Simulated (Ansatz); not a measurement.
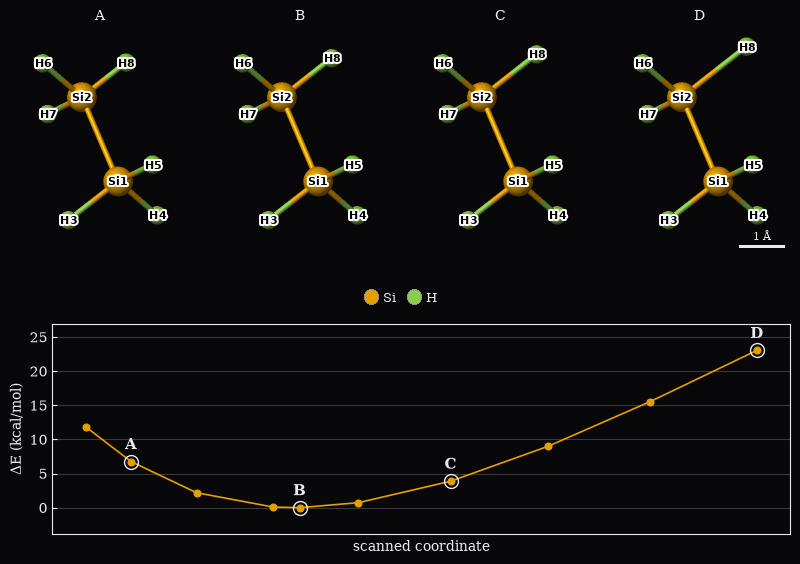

Frames of a one-coordinate scan of Si2H6. A ball-and-stick model, seen from a free direction.

Level of theory: CCSD(T) (def2-TZVPP, Ansatz), on geometries moved rigidly from the minimum at PBE0-D4/def2-TZVP. Coupled cluster with a frozen core. Energies are counted from the PBE0-D4/def2-TZVP minimum geometry at the same level.

Which coordinate changes from frame to frame?

The Si2–H8 distance is varied, with the rest of the molecule carried along rigidly. In the frames the distance is 1.323 Å (A), 1.488 Å (B), 1.635 Å (C), 1.934 Å (D). The lowest computed point lies at the distance 1.488 Å (0.0 kcal/mol). At the ends of the scan the energy is 11.8 kcal/mol (1.279 Å) and 23.0 kcal/mol (1.934 Å). The curvature at the lowest point is about 18 eV/Å² (2.9 mdyn/Å). The well is steeper on the short side, as for any bond.
